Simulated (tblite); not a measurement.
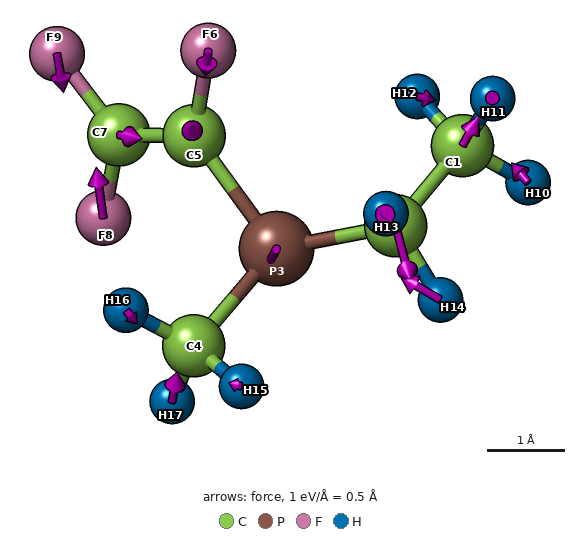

Starting geometry of C₅H₈F₃P with the computed forces as purple arrows. Style: ball-and-stick. Shown at a tilt.

Computed with GFN2-xTB geometry optimisation, gas phase (tblite 0.8.0). 

> Is this structure relaxed? If not, where do the atoms go?

It isn't relaxed: the largest force vector, on the P atom, is 3.07 eV/Å. The final displacements have little in common with the starting forces (cosine between the two patterns 0.25). Over 102 geometry steps the energy falls by 26.0 kcal/mol. An H atom moves most after the best rigid fit: 0.96 Å. Largest moves by element: H 0.96 Å, P 0.39 Å, F 0.35 Å, C 0.24 Å. Near-neighbour distances that change, for instance: C–H 1.141 → 1.094 Å, C–P 1.818 → 1.858 Å, C–H 1.122 → 1.088 Å, C–F 1.378 → 1.347 Å. Bond angles that change, for instance: C–P–C 114.2° → 98.3°, F–C–F 118.7° → 110.8°, C–P–C 104.1° → 96.6°. Groups turn about C–C by about 50°. The run took 0.58 s on 1 thread of Arm Neoverse V2, with other jobs on the host.
